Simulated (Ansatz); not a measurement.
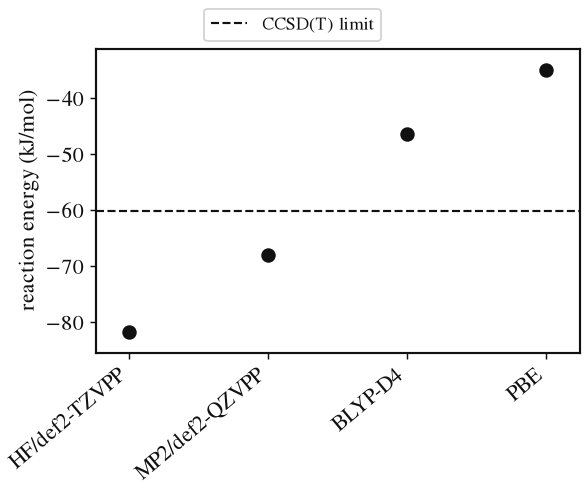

Electronic reaction energy of Si₃H₇OCl (O[Si]([SiH3])([SiH3])Cl) + SnNH₅ ([NH2][SnH3]) → SnSiNH₇ ([SiH3][NH][SnH3]) + Si₂H₅OCl (O[SiH]([SiH3])Cl) (SMILES in brackets) at several levels (functionals in def2-TZVPP unless a basis is named), isolated molecules at PBE0-D4 triple-zeta geometries, minima by their frequencies, no zero-point or thermal terms, the Ansatz code. The line is frozen-core CCSD(T) at the basis limit (MP2 extrapolated from triple and quadruple zeta, plus CCSD(T) less MP2 in a smaller set). No dispersion term is added to PBE. The distance of MP2/def2-QZVPP to the limit includes basis error. Core potentials past Kr.

Q: What do zero-point energy and temperature add?

A: Zero-point change −3.3 kJ/mol; at 298.15 K and 1 bar the CCSD(T) limit plus thermal terms gives an enthalpy of reaction of −65.2 and a free energy of −67.6 kJ/mol (harmonic PBE0-D4 modes, ideal gas).

Q: Give the values.

A:
| level | kJ/mol | less CCSD(T) limit |
| --- | --- | --- |
| HF/def2-TZVPP | −81.8 | −21.5 |
| MP2/def2-QZVPP | −68.1 | −7.8 |
| BLYP-D4 | −46.4 | 13.9 |
| PBE | −35.0 | 25.3 |
| CCSD(T) limit | −60.3 | 0.0 |

Known limits of this run: outer-core shells are correlated without core-valence functions, which makes the correlated values less sure; spin-orbit coupling is left out, and with Sn it can shift these values.
